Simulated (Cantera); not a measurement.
Feed: 1 mol CuO, 1.8 mol C, 0.025 mol CO, held at 88.0 Pa.

Method: chemical equilibrium by Gibbs-energy minimisation in Cantera with the NASA 1993 tables (ideal gas, pure condensed phases). Candidate condensed phases: C, Cu, CuO, Cu₂O; 15 gas species. The numbers say what is thermodynamically allowed, not how fast it happens.

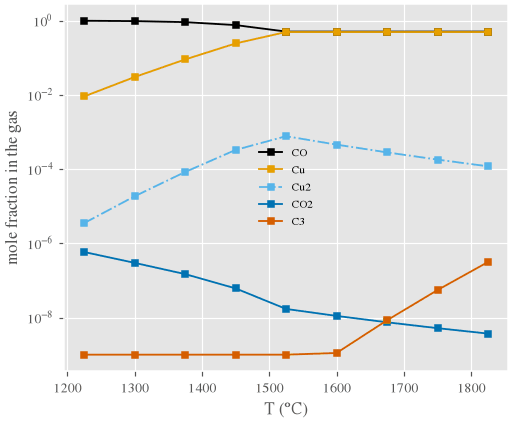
Equilibrium gas composition (values under 1e-9 drawn at 1e-9)

From 1225 °C to 1450 °C the condensed part is C(graphite) + Cu(l). From 1525 °C to 1825 °C the condensed part is C(graphite). The main Cu-bearing gas is Cu throughout.
